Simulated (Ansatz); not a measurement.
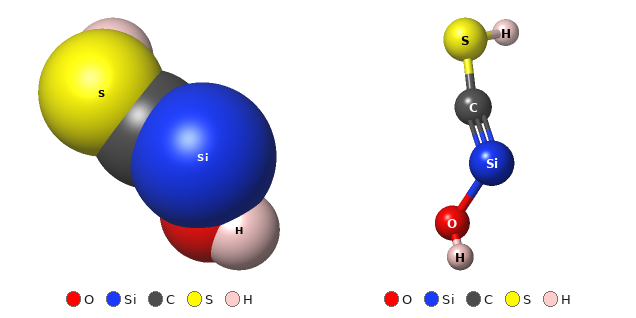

Both panels show the same species.

The geometry was computed by an optimisation with PBE0-D4/def2-TZVP. No frequency run is at hand to confirm it as a minimum.

Give the formula.

Answer. CH2OSSi, 6 atoms: 1 carbon, 2 hydrogen, 1 oxygen, 1 sulfur and 1 silicon.

What is the point group of this geometry?

Answer. C1.

Name some functional groups or characteristic bonds that it holds.

Answer. Among them: thiol, Si–O bond.

The parts below concern this one geometry. Atoms keep their numbers from picture to picture.

## Electronic properties

No frequency run is at hand to confirm it as a minimum. Level of theory: RKS PBE0-D4/def2-TZVPP (Ansatz 0.2.0).

What is the HOMO energy (Kohn–Sham orbital)?

Answer. −6.38 eV.

Estimate the LUMO energy (Kohn–Sham orbital).

Answer. −2.79 eV.

## Charges

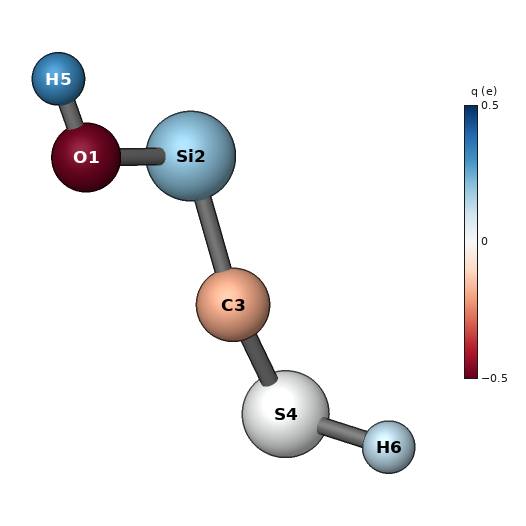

Atoms are coloured by their Mulliken charges. No frequency run is at hand to confirm it as a minimum. Level of theory: RKS PBE0-D4/def2-TZVP (Ansatz 0.2.0).

List the Mulliken charges.

```tsv
atom	value (e)
O1	−0.48
Si2	0.20
C3	−0.18
S4	0.01
H5	0.32
H6	0.13
```

## Dipole moment

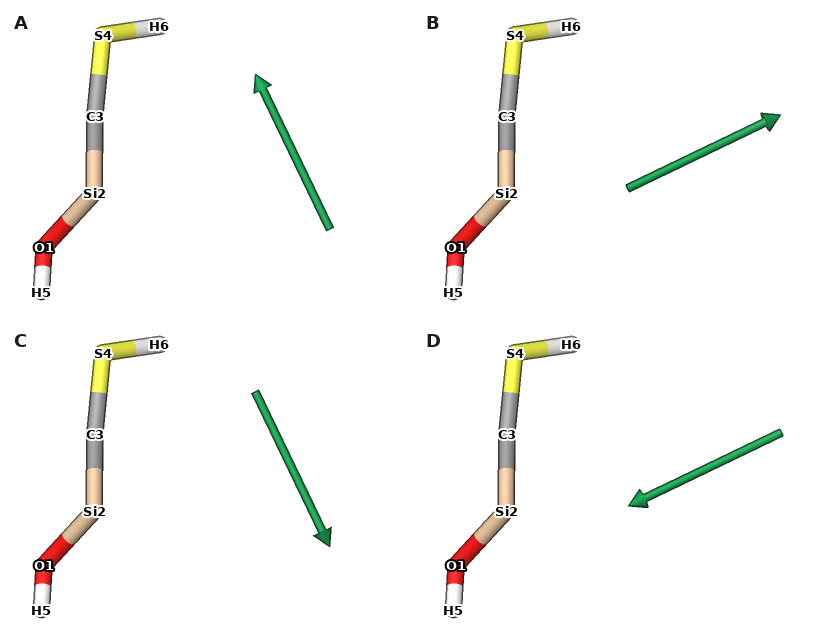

The same molecule four times, each with an arrow. No frequency run is at hand to confirm it as a minimum. Level of theory: RKS PBE0-D4/def2-TZVP (Ansatz 0.2.0).

Which arrow points along the dipole moment, from the negative to the positive end?

Answer. B. The dipole moment is 0.65 D; it points from the side of H5 to the side of H6 (the outermost atoms at the two ends).

Mulliken values depend strongly on the basis set and can even reverse the polarity of a bond.
